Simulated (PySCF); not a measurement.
**SnH3Cl (SMILES [Cl][SnH3]): CCSD(T)/def2-SVP (core potential)**

What is the vertical singlet–triplet gap of SnH3Cl at CCSD(T)/def2-SVP (core potential)? 

The results are computed with PySCF 2.14.0.

2 further runs of the same task are left out: 1 that didn't finish, 1 set aside as unsound or not needed.

### 1 The molecule

SnH3Cl: 5 atoms, total charge 0, spin state singlet. As SMILES, `[Cl][SnH3]`. The coordinates come from a PBE0-D4/def2-TZVP relaxation.

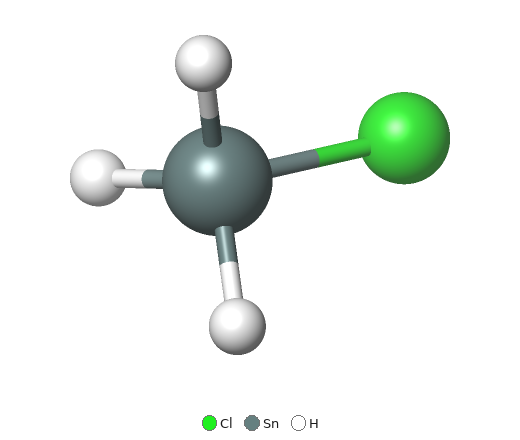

The structure, seen from a chosen angle (chlorine green, tin teal, hydrogen white).

### 2 The energy at CCSD(T)/def2-SVP (core potential)

File geometry.xyz:

```xyz
5
ClH3Sn
Cl    -1.839400     0.332400     1.029900
Sn     0.168900    -0.044500    -0.097500
H     -0.120500     0.362900    -1.722400
H      0.522700    -1.694200     0.111100
H      1.318200     0.969900     0.637400
```

File input.py:

```python
# [Cl][SnH3]
from pyscf import gto, scf, cc

system = gto.M(
    atom='geometry.xyz',
    spin=0,
    basis='def2-svp',
    max_memory=1860,
    ecp={'Sn': 'def2-svp'},
    verbose=3,
)

mf = scf.RHF(system)
mf.conv_tol = 1e-10
mf.kernel()
if not mf.converged:
    mf = mf.newton().run(mf.mo_coeff, mf.mo_occ)

mycc = cc.CCSD(mf, frozen=9)
mycc.kernel()
e_t = mycc.ccsd_t()
etot = mycc.e_tot + e_t
print('E = %.10f Eh' % etot)
```

Started as:

```console
$ OMP_NUM_THREADS=1 python input.py
```

The log of the run:

```text
converged SCF energy = -674.465786974283
E(CCSD) = -674.7503097290278  E_corr = -0.2845227547449782
CCSD(T) correction = -0.00591483371476375
E = -674.7562245627 Eh
```

Run time: 4.8 s. Hardware: 1 thread of Arm Neoverse V2, shared host; peak memory 0.17 GiB.

### 3 The triplet at the same level

File input.py:

```python
from pyscf import gto, scf, cc

system = gto.M(
    atom='''
Cl    -3.475962     0.628145     1.946229
Sn     0.319175    -0.084093    -0.184248
H     -0.227712     0.685782    -3.254864
H      0.987760    -3.201574     0.209949
H      2.491037     1.832845     1.204511
''',
    verbose=3,
    basis='def2-svp',
    spin=2,
    ecp={'Sn': 'def2-svp'},
    unit='bohr',
    charge=0,
    max_memory=1860,
)

calc0 = scf.UHF(system)
calc0.conv_tol = 1e-10
calc0.kernel()
if not calc0.converged:
    calc0 = calc0.newton().run(calc0.mo_coeff, calc0.mo_occ)

mycc = cc.CCSD(calc0, frozen=9)
mycc.kernel()
e_t = mycc.ccsd_t()
energy = mycc.e_tot + e_t
print('E(%s) = %.9f' % ('CCSD(T)', energy))
```

Started as:

```console
$ OMP_NUM_THREADS=1 python input.py
```

The log of the run:

```text
WARN: HOMO -0.501752899693237 >= LUMO -0.771473841842812

WARN: HOMO 0.0119355277543036 >= LUMO -0.111959615871719

converged SCF energy = -674.23158683227  <S^2> = 2.0121028  2S+1 = 3.0080577
E(UCCSD) = -674.5126012069991  E_corr = -0.281014374729506
UCCSD(T) correction = -0.00664791265937495
E(CCSD(T)) = -674.519249120
```

It took 53 s on 1 thread of Arm Neoverse V2, shared host; peak memory 0.36 GiB.

### 4 What came out

At CCSD(T)/def2-SVP (core potential), 9 core orbitals frozen:

```
                                                           quantity          value
                                              singlet: total energy  -674.75622 Eh
                      singlet: dipole moment (Hartree–Fock density)         2.77 D
                       singlet: HOMO energy (Hartree–Fock orbitals)      -11.68 eV
                       singlet: LUMO energy (Hartree–Fock orbitals)        2.42 eV
                     singlet: HOMO–LUMO gap (Hartree–Fock orbitals)       14.09 eV
               singlet: correlation energy (9 core orbitals frozen)     -290.4 mEh
                                            singlet: (T) correction      -5.91 mEh
                                             singlet: T1 diagnostic          0.008
                                              triplet: total energy  -674.51925 Eh
                      triplet: dipole moment (Hartree–Fock density)         3.31 D
triplet: HOMO energy (Hartree–Fock orbitals) (highest over α and β)       -4.42 eV
 triplet: LUMO energy (Hartree–Fock orbitals) (lowest over α and β)       -2.62 eV
               triplet: correlation energy (9 core orbitals frozen)     -287.7 mEh
                                            triplet: (T) correction      -6.65 mEh
                         triplet: ⟨S²⟩ of the reference determinant          2.012
                                             triplet: T1 diagnostic          0.027
                   vertical energy of the triplet above the singlet       6.448 eV
```

In words: At this shape the triplet lies 6.45 eV (149 kcal/mol) above the singlet. The triples (singlet) make up 2.0 % of the correlation energy. Mulliken charges (triplet) of the mean-field density run from -0.13 on H5 to +0.23 on Cl1; they depend strongly on the basis. The triples (triplet) make up 2.3 % of the correlation energy.
